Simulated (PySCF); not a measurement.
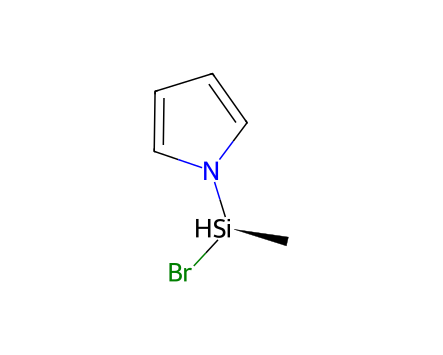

Computed geometry: GFN2-xTB optimisation. No frequency run is at hand to confirm it as a minimum. Properties computed with B3LYP/def2-SVPD, gas phase (PySCF 2.14.0). Excitations: vertical, linear response.

Q: What is the mean static polarisability?

A: 109.3 bohr³.

Q: What is the LUMO energy (Kohn–Sham orbital)?

A: −0.25 eV.

Q: Estimate the brightest of the 8 lowest singlets.

A: 6.01 eV.

Q: Give the lowest vertical singlet excitation at this level.

A: 5.20 eV.

The geometry is semi-empirical. Around Br, Si such bond lengths and angles can be off by a tenth of an ångström or more and by several degrees, and values that hang on the shape move with them.
